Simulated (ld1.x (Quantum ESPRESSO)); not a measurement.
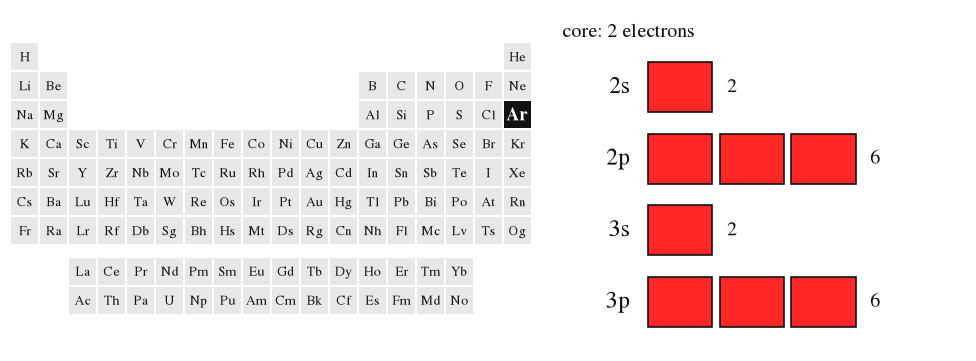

**Figure 1.** Left, the place of argon in the periodic table; right, the valence shells of the reference configuration: a box for each of the 2l + 1 orbitals, shaded by the share of the shell that is filled, with the electron count at the right. The shells are those of the unaltered input.

**Ar: pseudopotential generation**

System: argon (Ar, Z = 18), core [He], reference valence 2s2 2p6 3s2 3p6, valence charge 16. (This line and the method describe the unaltered input from which the odd one was made.)
Method: ultrasoft potential, PBE, scalar-relativistic, made with ld1.x (Quantum ESPRESSO) 7.5.

**What the run reported**

| quantity | value |
| --- | --- |
| outcome | refused by the program |
| hardware | 1 CPU thread, shared host |

**Diagnosis**

The input is odd on purpose: angular momentum of 2P typed wrongly. The generator stopped with the message “read_psconfig: ps-label wrong?”.

**Input file**
```
 &input
   title='Ar', zed=18., rel=1, dft='PBE', iswitch=3,
   config='[Ne] 3s2 3p6',
   nld=2, rlderiv=0.80, eminld=-24.0, emaxld=5.0, deld=0.1
 /
 &inputp
   pseudotype=3, tm=.true., lloc=-1, rcloc=0.65,
   nlcc=.false.,
   which_augfun='PSQ', rmatch_augfun=0.50,
   file_pseudopw='Ar.UPF', file_wfcaegen='ae.wfc', file_wfcncgen='nc.wfc', file_beta='beta', file_chi='chi', file_wfcusgen='us.wfc'
 /
4
2S  1  0   2.00   0.00  0.55  0.60  0.0
3S  2  0   2.00   0.00  0.55  0.60  0.0
2P  2  2   6.00   0.00  0.60  0.70  0.0
3P  3  1   6.00   0.00  0.60  0.70  0.0
 &test
   configts(1)='2s2 2p6 3s2 3p6'
 /
```

Launched with:
```bash
ld1.x < Ar.in > Ar.out
```

**Log**
```
     Program LD1 v.7.5

 %%%%%%%%%%%%%%%%%%%%%%%%%%%%%%%%%%%%%%%%%%%%%%%%%%%%%%%%%%%%%%%%%%%%%%%%%%%%%%
     Error in routine read_psconfig (3):
     ps-label wrong?
 %%%%%%%%%%%%%%%%%%%%%%%%%%%%%%%%%%%%%%%%%%%%%%%%%%%%%%%%%%%%%%%%%%%%%%%%%%%%%%

     stopping ...
```
